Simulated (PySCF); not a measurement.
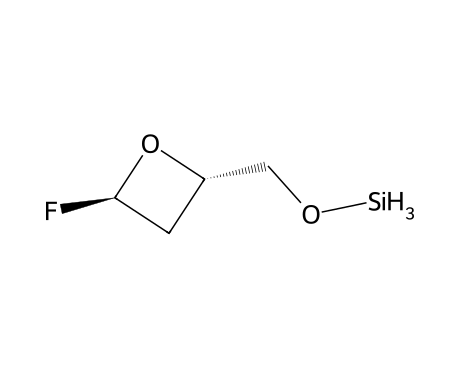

The computed structure is the end point of a GFN2-xTB optimisation. No frequency run is at hand to confirm it as a minimum. Level of theory: CAM-B3LYP/def2-SVPD, gas phase (PySCF 2.14.0). Excitations: vertical, linear response.

Computed properties:

The species is C₄H₉FO₂Si (`F[C@@H]1C[C@@H](CO[SiH3])O1`).
- dipole moment: 2.69 D
- HOMO energy (Kohn–Sham orbital): −9.53 eV
- LUMO energy (Kohn–Sham orbital): 1.19 eV
- HOMO–LUMO gap: 10.72 eV
- mean static polarisability: 78.6 bohr³
- lowest vertical singlet excitation: 7.35 eV
- its oscillator strength: 0.000
- brightest of the 8 lowest singlets: 8.51 eV
- its oscillator strength: 0.04

The geometry is semi-empirical. Around Si such bond lengths and angles can be off by a tenth of an ångström or more and by several degrees, and values that hang on the shape move with them.
